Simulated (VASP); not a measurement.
Band structure of Tb (hcp). Computed with SCAN meta-GGA, VASP's PBE PAW potentials (set 64) (plane waves; VASP).

The 4f electrons are frozen in the core of the lanthanide potential, so 4f levels, which can set the real gap, and their magnetism are missing.

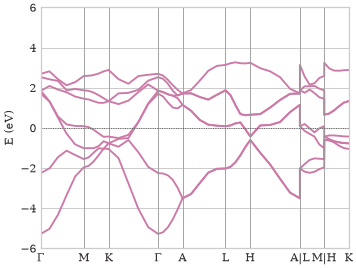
Figure. Bands along high-symmetry lines, zero at the valence-band maximum or, without a gap, the Fermi level

**Question.** Read the plot: is there a gap, and where are the band edges?

**Answer.** It has no gap at this level: it comes out as a metal or semimetal.

The compound is Tb in the hcp structure. It was relaxed first.
